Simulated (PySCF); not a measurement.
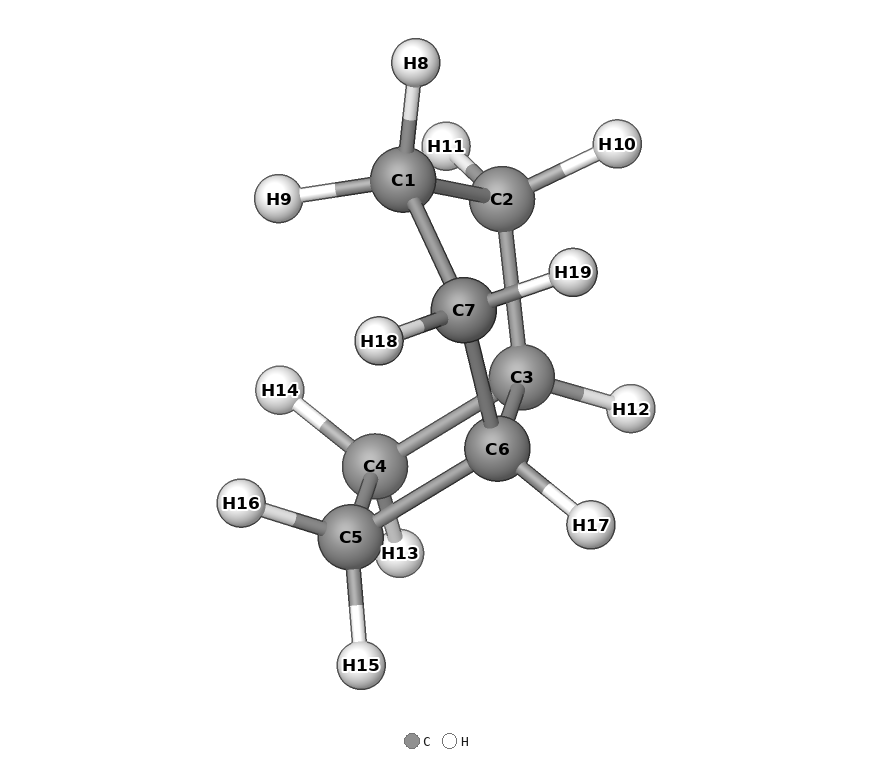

The geometry was computed by an optimisation with GFN2-xTB. No frequency run is at hand to confirm it as a minimum.

**What is the geometry at C1?**

C1 has 4 neighbours (C2 at 1.53, C7 at 1.53, H8 at 1.09, H9 at 1.09 Å); the arrangement is tetrahedral.

**Describe the coordination of atom 2.**

C2 has 4 neighbours (C1 at 1.53, C3 at 1.53, H10 at 1.09, H11 at 1.09 Å); the arrangement is tetrahedral.

**What is the dihedral angle C2–C3–C6–C5?**

116° in size, that is anticlinal.
